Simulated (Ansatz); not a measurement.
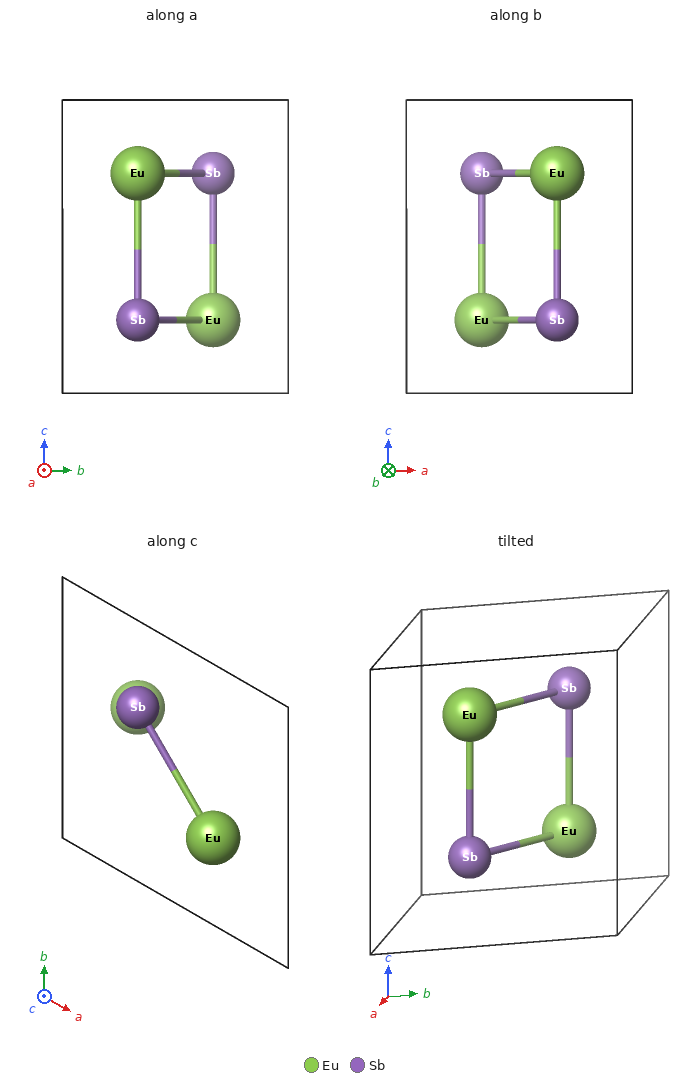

Shown here is a ball-and-stick view of the crystal, taken along the a axis, along the b axis, along the c axis and slightly off an axis. The conventional unit cell is drawn as a box.

Lattice parameters: a = 5.9762 Å, b = 5.9762 Å, c = 6.7171 Å, α = 90.000°, β = 90.000°, γ = 120.000°.

### From the views, write a CIF with its space group and independent sites.

```cif
data_structure
_symmetry_space_group_name_H-M 'P 63/m m c'
_symmetry_Int_Tables_number 194
_cell_length_a 5.9762
_cell_length_b 5.9762
_cell_length_c 6.7171
_cell_angle_alpha 90.000
_cell_angle_beta 90.000
_cell_angle_gamma 120.000
_cell_volume 207.76
loop_
_atom_site_label
_atom_site_type_symbol
_atom_site_symmetry_multiplicity
_atom_site_Wyckoff_symbol
_atom_site_fract_x
_atom_site_fract_y
_atom_site_fract_z
_atom_site_occupancy
Eu1 Eu 2 c 0.6667 0.3333 0.7500 1
Sb1 Sb 2 d 0.6667 0.3333 0.2500 1
```

The model was built from a structure type filled with these elements by a generator (whether the compound takes this form wasn't checked). It was relaxed with DFT PBE+U, scalar-relativistic, plane waves, PAW in Ansatz under a constraint or pressure on the cell, so some stress remains.
